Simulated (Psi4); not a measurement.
**MN15/def2-TZVP (core potential, sweep point 5) run of InHCl2 (SMILES [Cl][InH][Cl])**

Aim: the vertical ionisation energy of InHCl2 at MN15/def2-TZVP (core potential, sweep point 5), from 2 runs. Input form: a Python script.

The results are computed with Psi4 1.11.

4 further runs of the same task are left out: 4 set aside as unsound or not needed.

### 1 The structure to begin with

InHCl2: 4 atoms, total charge 0, spin state singlet. As SMILES, `[Cl][InH][Cl]`. The shape is that of a PBE0-D4/def2-TZVP optimisation.

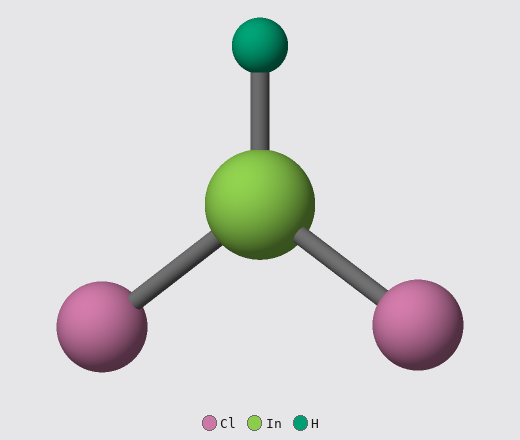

The structure, seen from a chosen angle (chlorine pink, indium green, hydrogen teal).

### 2 A single-point energy at MN15/def2-TZVP (core potential, sweep point 5)

Contents of calc.py:

```python
import psi4

psi4.set_memory('1600 MB')
psi4.set_num_threads(1)
psi4.set_output_file('cl2hin.out', False)

molecule = psi4.geometry("""
Cl    -1.807300     0.708800    -0.992600
In     0.149700     0.132200     0.095600
Cl     0.538000    -2.146000     0.019800
H      1.175200     1.244600     0.856900
units angstrom
symmetry c1
""")

psi4.set_options({
    'basis': 'def2-TZVP',
    'puream': True,
    'scf_type': 'pk',
    'dft_radial_points': 75,
    'dft_spherical_points': 302,
})

energy_value = psi4.energy("mn15")
print('E =', round(energy_value, 9))
```

Started as:

```console
$ python calc.py
```

cl2hin.out:

```text
[...]
    !!!  WARNING: ECP capability is in beta. Please check occupations closely.  !!!
[...]
  Running in c1 symmetry.
[...]
  Nuclear repulsion =  214.953731184277160
[...]
  Multiplicity = 1
[...]
  Nalpha       = 28
  Nbeta        = 28
[...]
    Number of basis functions: 130
[...]
   @RKS iter   1: -1110.52148932922910   -1.00609e+00   5.03627e-03 DIIS/ADIIS
[...]
   @RKS iter   8: -1110.65146274073072   -2.56857e-08   3.68683e-07 DIIS
[...]
    Orbital Energies [Eh]
    ---------------------
    Doubly Occupied:
       1A   -100.332725     2A   -100.332717     3A     -9.155652
       4A     -9.155635     5A     -7.172885     6A     -7.172879
       7A     -7.166394     8A     -7.166389     9A     -7.165018
      10A     -7.165010    11A     -4.588373    12A     -3.075551
      13A     -3.063740    14A     -3.061133    15A     -0.884922
      16A     -0.883729    17A     -0.863731    18A     -0.862909
      19A     -0.861283    20A     -0.821741    21A     -0.801961
      22A     -0.500810    23A     -0.404067    24A     -0.397943
      25A     -0.377736    26A     -0.363018    27A     -0.357011
      28A     -0.355465
[...]
  @RKS Final Energy: -1110.65146274073072
   => Energetics <=
    Nuclear Repulsion Energy =            214.9537311842771601
    One-Electron Energy =               -2035.4559533704305068
    Two-Electron Energy =                 751.5565030728303100
    DFT Exchange-Correlation Energy =     -41.7057436274072941
    Empirical Dispersion Energy =           0.0000000000000000
    VV10 Nonlocal Energy =                  0.0000000000000000
    Total Energy =                      -1110.6514627407304943
[...]
 Multipole Moments:
 ------------------------------------------------------------------------------------
     Multipole            Electronic (a.u.)      Nuclear  (a.u.)        Total (a.u.)
 ------------------------------------------------------------------------------------
 L = 1.  Multiply by 2.5417464519 to convert [e a0] to [Debye]
 Dipole X            :         18.4329290          -17.8102192            0.6227098
 Dipole Y            :         19.9946404          -19.3190719            0.6755685
 Dipole Z            :         13.6769308          -13.2149844            0.4619464
 Magnitude           :                                                    1.0283748
[...]
```

The script printed:

```text
E = -1110.651462741
```

Wall time 14 s (1 thread of Intel Xeon 6975P-C (Granite Rapids), shared host); peak memory 0.86 GiB.

### 3 The doublet cation

Contents of cl2hin.py:

```python
import psi4

psi4.set_memory('1600 MB')
psi4.set_num_threads(1)
psi4.core.set_output_file('run.log', False)

molecule = psi4.geometry("""
1 2
Cl    -1.807300     0.708800    -0.992600
In     0.149700     0.132200     0.095600
Cl     0.538000    -2.146000     0.019800
H      1.175200     1.244600     0.856900
symmetry c1
""")

options = {'basis': 'def2-TZVP', 'reference': 'uks', 'puream': True, 'scf_type': 'pk', 'dft_radial_points': 75, 'dft_spherical_points': 302, 'maxiter': 150}
psi4.set_options(options)

result = psi4.energy('mn15')
print(f'total energy {result:.8f} hartree = {result * 27.211386:.5f} eV')
```

Started as:

```console
$ python cl2hin.py
```

run.log:

```text
[...]
    !!!  WARNING: ECP capability is in beta. Please check occupations closely.  !!!
[...]
  Running in c1 symmetry.
[...]
  Nuclear repulsion =  214.953731184277160
[...]
  Multiplicity = 2
[...]
  Nalpha       = 28
  Nbeta        = 27
[...]
    Number of basis functions: 130
[...]
   @UKS iter   1: -1110.16856271623237   -6.53165e-01   4.07867e-03 ADIIS/DIIS
[...]
   @UKS iter  15: -1110.23832815476453   -1.44414e-07   7.20634e-07 DIIS
[...]
   @S^2 Observed:                7.602856254E-01
[...]
    Orbital Energies [Eh]
    ---------------------
    Alpha Occupied:
       1A   -100.588206     2A   -100.588149     3A     -9.408813
       4A     -9.408755     5A     -7.428753     6A     -7.428698
       7A     -7.419807     8A     -7.419744     9A     -7.415459
      10A     -7.415404    11A     -4.815752    12A     -3.300474
      13A     -3.291759    14A     -3.289935    15A     -1.118726
      16A     -1.115286    17A     -1.091644    18A     -1.088395
      19A     -1.086853    20A     -1.056822    21A     -1.039064
      22A     -0.727874    23A     -0.636504    24A     -0.635967
      25A     -0.606880    26A     -0.598524    27A     -0.595587
      28A     -0.594756
    Alpha Virtual:
[...]
  @UKS Final Energy: -1110.23832815476453
   => Energetics <=
    Nuclear Repulsion Energy =            214.9537311842771601
    One-Electron Energy =               -2022.1663085159470938
    Two-Electron Energy =                 738.4820321818693856
    DFT Exchange-Correlation Energy =     -41.5077830049639402
    Empirical Dispersion Energy =           0.0000000000000000
    VV10 Nonlocal Energy =                  0.0000000000000000
    Total Energy =                      -1110.2383281547645311
[...]
 Multipole Moments:
 ------------------------------------------------------------------------------------
     Multipole            Electronic (a.u.)      Nuclear  (a.u.)        Total (a.u.)
 ------------------------------------------------------------------------------------
 L = 1.  Multiply by 2.5417464519 to convert [e a0] to [Debye]
 Dipole X            :         18.2327566          -17.8102192            0.4225374
 Dipole Y            :         19.7777816          -19.3190719            0.4587097
 Dipole Z            :         13.5282607          -13.2149844            0.3132763
 Magnitude           :                                                    0.6979215
[...]
```

The script printed:

```text
total energy -1110.23832815 hartree = -30211.12370 eV
```

Wall time 21 s (1 thread of Intel Xeon 6975P-C (Granite Rapids), shared host); peak memory 0.87 GiB.

### 4 Outcome

Level: MN15/def2-TZVP (core potential, sweep point 5).

```
                                          quantity           value
                      singlet InHCl2: total energy  -1110.65146 Eh
                     singlet InHCl2: dipole moment          2.61 D
                       singlet InHCl2: HOMO energy        -9.67 eV
                       singlet InHCl2: LUMO energy        -1.55 eV
                     singlet InHCl2: HOMO–LUMO gap         8.12 eV
                      doublet cation: total energy  -1110.23833 Eh
doublet cation: HOMO energy (highest over α and β)       -15.00 eV
 doublet cation: LUMO energy (lowest over α and β)       -12.80 eV
                              doublet cation: ⟨S²⟩           0.760
vertical ionisation energy (to the doublet cation)       11.242 eV
```

The vertical ionisation energy comes to 11.24 eV (1085 kJ/mol). The negative HOMO energy of the first species, 9.67 eV, lies 1.57 eV below that difference.
